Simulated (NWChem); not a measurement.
**One shape, several levels: triplet CH6Ge**

Wanted: a comparison of 3 runs (U-wB97X/def2-SVPD, UB2PLYP/def2-SVPD, UCAM-B3LYP/def2-SVPD) of triplet CH6Ge. 

The calculation is run with NWChem 7.3.0.

**1. The structure to begin with**

CH6Ge has 8 atoms, charge 0, and is taken as a triplet. As SMILES of the parent species, `[CH3][GeH3]`. The coordinates come from a PBE0-D4/def2-TZVP relaxation. That shape belongs to the parent species and isn't relaxed for this state.

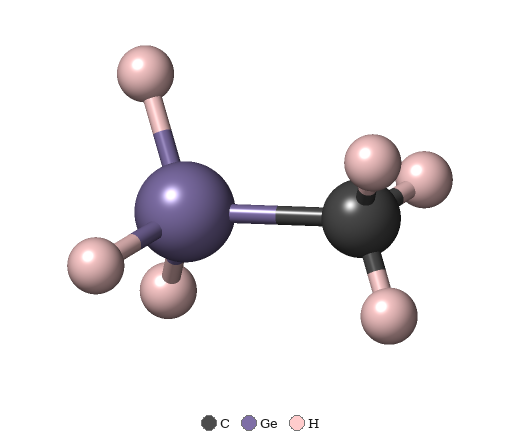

The structure, seen from a chosen angle (carbon dark grey, germanium purple, hydrogen pink).

**2. A single-point energy at U-wB97X/def2-SVPD (run 1)**

run.nw reads:

```
start run
memory total 2200 mb
charge 0

geometry noautosym nocenter noautoz
C       -0.310900       0.190300      -0.971400
Ge       0.296900      -0.181900       0.846700
H       -1.380100       0.404200      -0.976500
H        0.218800       1.052200      -1.378400
H       -0.124600      -0.669400      -1.616000
H        0.030700       1.028200       1.760100
H        1.807100      -0.479600       0.857700
H       -0.445700      -1.401200       1.422100
end

basis spherical bse
C library def2-SVPD
Ge library def2-SVPD
H library def2-SVPD
end

dft
xc wb97x
mult 3
grid fine
convergence energy 1e-08
maxiter 100
mulliken
end

task dft energy
```

On the command line:

```sh
$ nwchem run.nw > run.out
```

The program printed:

```text
[...]
          Wavefunction type:  spin polarized.
          No. of atoms     :     8
          No. of electrons :    44
[...]
          Charge           :     0
          Spin multiplicity:     3
[...]
          AO basis - number of functions:   106
[...]
              XC Information
              --------------
                       wb97x  Method XC Functional
                     Hartree-Fock (Exact) Exchange  1.000
                         wb97x Exchange Functional  1.000
                      wb97x Correlation Functional  1.000
[...]
 d= 0,ls=0.0,diis     1  -2118.0998840497 -2.24D+03  8.48D-02  8.18D-02     6.6
[...]
 d= 0,ls=0.0,diis    17  -2118.1504408273 -6.10D-10  6.45D-06  1.30D-11   108.0
[...]
         Total DFT energy =    -2118.150440827339
      One electron energy =    -3185.349098893452
           Coulomb energy =     1033.784281371001
    Exchange-Corr. energy =      -86.580538956100
 Nuclear repulsion energy =      119.994915651213
[...]
      Total Density - Mulliken Population Analysis
     ---------------------------------------------
    Atom       Charge   Shell Charges
 -----------   ------   -------------------------------------------------------
    1 C    6     6.72   1.99  1.03 -0.05  0.93  2.00  0.81  0.02 -0.01
    2 Ge  32    32.44   2.00  2.00  1.99  1.21  0.52 -0.04  6.00  5.98  1.37  1.03  8.09  1.81  0.29  0.19
    3 H    1     0.82   0.72  0.00  0.03  0.08
    4 H    1     0.82   0.72  0.00  0.03  0.08
    5 H    1     0.82   0.72  0.00  0.03  0.08
    6 H    1     0.79   0.69  0.11  0.01 -0.01
    7 H    1     0.79   0.69  0.11  0.01 -0.01
    8 H    1     0.79   0.69  0.11  0.01 -0.01
[...]
      <S2> =      2.0046 (Exact =     2.0000)
[...]
```

Wall time 1.8 min (1 thread of Intel Xeon 6975P-C (Granite Rapids), shared host); peak memory 0.12 GiB.

**3. The energy at UB2PLYP/def2-SVPD (run 2)**

struct.nw reads:

```
start struct
title "CH6Ge energy"
memory 2200 mb
charge 0

geometry units angstroms noautosym nocenter noautoz
 C    -0.310900    0.190300   -0.971400
 Ge    0.296900   -0.181900    0.846700
 H    -1.380100    0.404200   -0.976500
 H     0.218800    1.052200   -1.378400
 H    -0.124600   -0.669400   -1.616000
 H     0.030700    1.028200    1.760100
 H     1.807100   -0.479600    0.857700
 H    -0.445700   -1.401200    1.422100
end

basis "ao basis" spherical bse
 C library def2-SVPD
 Ge library def2-SVPD
 H library def2-SVPD
end

dft
 xc hfexch 0.53 becke88 0.47 lyp 0.73 mp2 0.27
 dftmp2 semidirect
 mult 3
 grid fine
 convergence energy 1e-08
 maxiter 100
 mulliken
end

mp2
 freeze core 10
end

task dft energy
```

On the command line:

```sh
$ nwchem struct.nw > struct.out
```

The program printed:

```text
[...]
          Wavefunction type:  spin polarized.
          No. of atoms     :     8
          No. of electrons :    44
[...]
          Charge           :     0
          Spin multiplicity:     3
[...]
          AO basis - number of functions:   106
[...]
              XC Information
              --------------
                     Hartree-Fock (Exact) Exchange  0.530
                    Becke 1988 Exchange Functional  0.470
              Lee-Yang-Parr Correlation Functional  0.730
[...]
 d= 0,ls=0.0,diis     1  -2117.5229427805 -2.24D+03  9.30D-02  6.48D-02     3.0
[...]
 d= 0,ls=0.0,diis    15  -2117.5674644140 -5.87D-10  2.90D-06  1.55D-11    38.5
[...]
         Total DFT energy =    -2117.567464413981
      One electron energy =    -3185.315673148858
           Coulomb energy =     1033.784661133173
    Exchange-Corr. energy =      -86.031368049509
 Nuclear repulsion energy =      119.994915651213
[...]
      Total Density - Mulliken Population Analysis
     ---------------------------------------------
    Atom       Charge   Shell Charges
 -----------   ------   -------------------------------------------------------
    1 C    6     7.16   1.99  1.03  0.07  1.11  1.98  0.96  0.02  0.00
    2 Ge  32    31.99   2.00  2.00  1.99  1.20  0.22  0.07  6.00  5.98  1.32  0.84  8.11  1.82  0.25  0.19
    3 H    1     0.73   0.72 -0.12  0.03  0.10
    4 H    1     0.73   0.72 -0.12  0.03  0.10
    5 H    1     0.73   0.72 -0.12  0.03  0.10
    6 H    1     0.89   0.69  0.18  0.01 -0.00
    7 H    1     0.89   0.69  0.18  0.01 -0.00
    8 H    1     0.89   0.69  0.18  0.01 -0.00
[...]
      <S2> =      2.0050 (Exact =     2.0000)
[...]
  Basis functions       =    106
[...]
```

Run time: 45 s. Hardware: 1 thread of Intel Xeon 6975P-C (Granite Rapids), shared host; peak memory 0.34 GiB.

**4. A single-point energy at UCAM-B3LYP/def2-SVPD (run 3)**

ch6ge.xyz reads:

```xyz
8
CH6Ge
C     -0.310900     0.190300    -0.971400
Ge     0.296900    -0.181900     0.846700
H     -1.380100     0.404200    -0.976500
H      0.218800     1.052200    -1.378400
H     -0.124600    -0.669400    -1.616000
H      0.030700     1.028200     1.760100
H      1.807100    -0.479600     0.857700
H     -0.445700    -1.401200     1.422100
```

ch6ge.nw reads:

```
start ch6ge
title "CH6Ge"
memory 2200 mb

geometry units angstrom noautosym nocenter noautoz
load format xyz ch6ge.xyz
end

basis "ao basis" spherical bse
* library def2-SVPD
end

dft
xc xcamb88 1.00 lyp 0.81 vwn_5 0.19 hfexch 1.00
cam 0.33 cam_alpha 0.19 cam_beta 0.46
mult 3
grid fine
convergence energy 1e-08
direct
maxiter 100
mulliken
noprint "final vectors analysis"
end

task dft energy
```

On the command line:

```sh
$ nwchem ch6ge.nw > ch6ge.out
```

The program printed:

```text
[...]
          Wavefunction type:  spin polarized.
          No. of atoms     :     8
          No. of electrons :    44
[...]
          Charge           :     0
          Spin multiplicity:     3
[...]
          AO basis - number of functions:   106
[...]
              XC Information
              --------------
                     Hartree-Fock (Exact) Exchange  1.000
                   CAM-Becke88 Exchange Functional  1.000
                      VWN V Correlation Functional  0.190 local
              Lee-Yang-Parr Correlation Functional  0.810
[...]
 d= 0,ls=0.0,diis     1  -2118.1687752957 -2.24D+03  9.87D-02  8.67D-02     6.3
[...]
 d= 0,ls=0.0,diis    15  -2118.2189095913 -1.61D-09  4.44D-06  2.58D-11    90.4
[...]
         Total DFT energy =    -2118.218909591322
      One electron energy =    -3185.047225392537
           Coulomb energy =     1033.463316373411
    Exchange-Corr. energy =      -86.629916223410
 Nuclear repulsion energy =      119.994915651213
[...]
      Total Density - Mulliken Population Analysis
     ---------------------------------------------
    Atom       Charge   Shell Charges
 -----------   ------   -------------------------------------------------------
    1 C    6     6.83   1.99  1.05 -0.05  1.02  2.01  0.81  0.02 -0.02
    2 Ge  32    32.35   2.00  2.00  1.99  1.26  0.42  0.01  6.00  5.97  1.38  0.95  8.08  1.82  0.27  0.20
    3 H    1     0.81   0.71 -0.03  0.03  0.09
    4 H    1     0.81   0.71 -0.03  0.03  0.09
    5 H    1     0.81   0.71 -0.03  0.03  0.09
    6 H    1     0.80   0.69  0.11  0.01 -0.01
    7 H    1     0.80   0.69  0.11  0.01 -0.01
    8 H    1     0.80   0.69  0.11  0.01 -0.01
[...]
      <S2> =      2.0033 (Exact =     2.0000)
[...]
```

It took 91 s on 1 thread of Intel Xeon 6975P-C (Granite Rapids), shared host; peak memory 0.12 GiB.

**5. The series**

```
run                 level  frozen core orbitals   energy (Eh)  dipole moment (D)  HOMO energy (eV)   ⟨S²⟩  wall time
  1     U-wB97X/def2-SVPD                     –  -2118.150441               1.08             -3.11  2.005    1.8 min
  2     UB2PLYP/def2-SVPD                    10  -2117.698200               0.20             -2.21  2.005       45 s
  3  UCAM-B3LYP/def2-SVPD                     –  -2118.218910               0.42                 –  2.003       91 s
```

**6. What came out**

```
            quantity           value
 run 3: total energy  -2118.21891 Eh
run 3: dipole moment          0.42 D
         run 3: ⟨S²⟩           2.003
```

In words: The dipole moment (its size) runs from 0.20 D (UB2PLYP/def2-SVPD) to 1.08 D (U-wB97X/def2-SVPD). A double hybrid's value is that of its SCF part. Totals of different functionals can't be ranked against each other. All runs together took 4.1 min, the longest 1.8 min.
